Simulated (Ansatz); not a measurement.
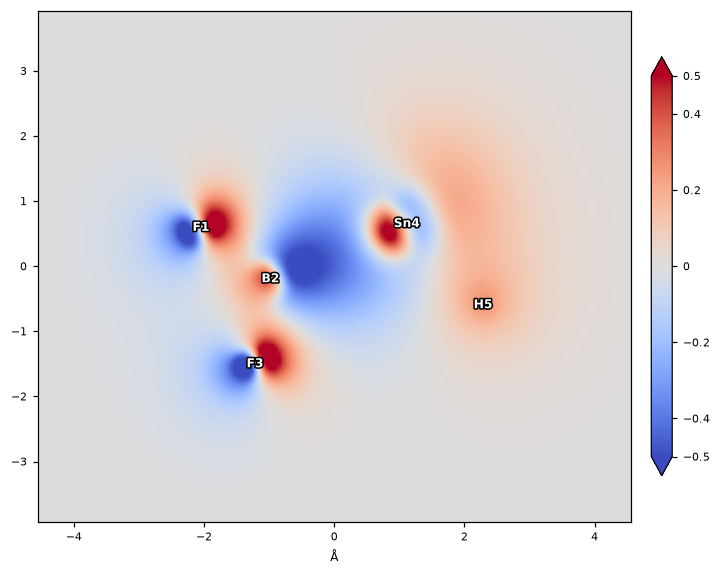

*BF₂H₃Sn (SMILES F[B](F)[SnH3]). One frontier orbital on the plane of atoms F3, B2 and Sn4 (values in Å⁻³ᐟ²; the overall sign is arbitrary).*

Core potentials replace the inner electrons of Sn.

All numbers below come from Ansatz, RKS r2SCAN-D4/def2-SVPD.

```yaml
atoms:
  - { symbol: F, position_ang: [1.5202, -1.7525, 0.5083] }
  - { symbol: B, position_ang: [0.3283, -1.1748, 0.5938] }
  - { symbol: F, position_ang: [-0.5889, -1.8245, 1.2990] }
  - { symbol: Sn, position_ang: [-0.1009, 0.8086, -0.4141] }
  - { symbol: H, position_ang: [-1.7048, 1.3146, -0.1155] }
  - { symbol: H, position_ang: [0.1311, 0.6649, -2.1021] }
  - { symbol: H, position_ang: [0.9766, 2.0023, 0.1668] }
```

Q: Which orbital is it: HOMO or LUMO?

A: The HOMO, at −7.75 eV. It lies mainly on Sn4 (about 35 %), B2 (about 30 %), F3 (about 10 %) and F1 (about 10 %).
